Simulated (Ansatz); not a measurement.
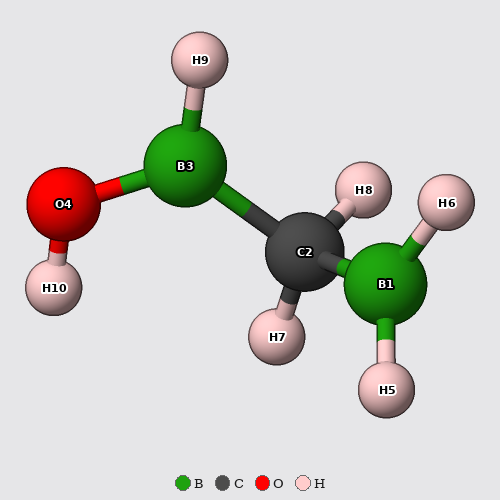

The system is CH₆B₂O, SMILES BCBO; the picture shows the reference structure. 
- First axis: dihedral B1–C2–B3–O4. Second axis: dihedral H5–B1–C2–B3.
- Nothing is relaxed (all other coordinates rigid).
- The grid has 18 × 18 points.
- Points are written as (first, second).
- All energies are given in cm⁻¹ relative to the lowest grid point.
- Theory: RHF/def2-SVP in Ansatz 0.2.0.

Its coordinates:

```yaml
atoms:
  - { symbol: B, position_ang: [-1.4097, 0.6244, 0.0043] }
  - { symbol: C, position_ang: [-0.3397, -0.4892, -0.2712] }
  - { symbol: B, position_ang: [0.9998, -0.1945, 0.5327] }
  - { symbol: O, position_ang: [2.1762, 0.0654, -0.0662] }
  - { symbol: H, position_ang: [-1.7068, 1.4335, -0.8342] }
  - { symbol: H, position_ang: [-1.9360, 0.7067, 1.0814] }
  - { symbol: H, position_ang: [-0.1500, -0.6429, -1.3369] }
  - { symbol: H, position_ang: [-0.7150, -1.4234, 0.1691] }
  - { symbol: H, position_ang: [1.0090, -0.1936, 1.7345] }
  - { symbol: H, position_ang: [2.1552, 0.0625, -1.0105] }
```

Range: dihedral B1–C2–B3–O4 from −180 to 160°; dihedral H5–B1–C2–B3 from −180 to 160°.

Predict the map.

The lowest grid point is at (−120°, 100°). There are further wells near (−120°, −80°) (34 cm⁻¹ above the lowest at that grid point); (80°, 100°) (245 cm⁻¹ above the lowest at that grid point); (80°, −80°) (288 cm⁻¹ above the lowest at that grid point). The highest grid point, (0°, −180°), lies 2490 cm⁻¹ above the lowest. On the interpolated surface the easiest way out of the lowest well to the well at about (70°, 110°) passes a barrier of about 900 cm⁻¹, counted from the interpolated bottom of the well. Round the minimum the two coordinates are nearly uncoupled.

| dihedral H5–B1–C2–B3 ↓, dihedral B1–C2–B3–O4 → | −160 | −120 | −80 | −40 | 0 | 40 | 80 | 120 | 160 |
| --- | --- | --- | --- | --- | --- | --- | --- | --- | --- |
| 140 | 1076 | 391 | 865 | 1845 | 1651 | 815 | 701 | 1060 | 1450 |
| 100 | 478 | 0 | 352 | 1143 | 1520 | 540 | 245 | 586 | 866 |
| 60 | 1228 | 834 | 1019 | 1385 | 2054 | 1724 | 1066 | 1174 | 1556 |
| 20 | 2065 | 1471 | 1759 | 2163 | 2456 | 2331 | 1772 | 1817 | 2401 |
| −20 | 1633 | 884 | 1349 | 2192 | 2062 | 1411 | 1223 | 1468 | 1981 |
| −60 | 647 | 63 | 511 | 1489 | 1537 | 491 | 340 | 739 | 1047 |
| −100 | 750 | 337 | 591 | 1180 | 1825 | 1098 | 582 | 807 | 1113 |
| −140 | 1744 | 1286 | 1494 | 1813 | 2302 | 2249 | 1563 | 1607 | 2085 |
| −180 | 2039 | 1317 | 1722 | 2328 | 2490 | 2018 | 1673 | 1797 | 2391 |

The table holds every second grid line.

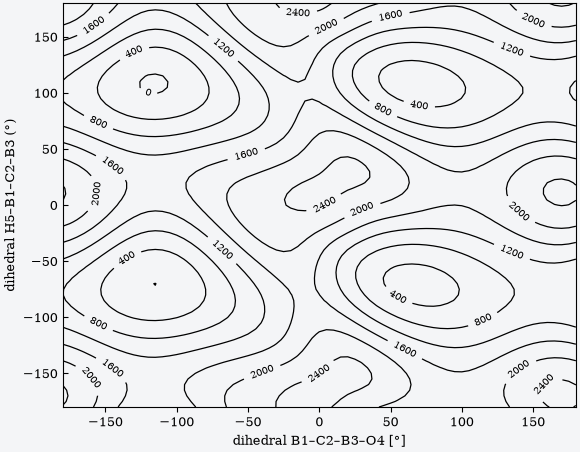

The picture shows contour lines labelled in cm⁻¹. Between grid points the surface is interpolated.

Each point was launched as `ansatz run input.yaml --threads 1 --pin off --max-ram 2560MiB --backend cpu --events-out ev --progress --plain --runs-dir out`. The whole map (324 points run) took 6.1 min on 1 thread of Arm Neoverse V2, on a shared host.
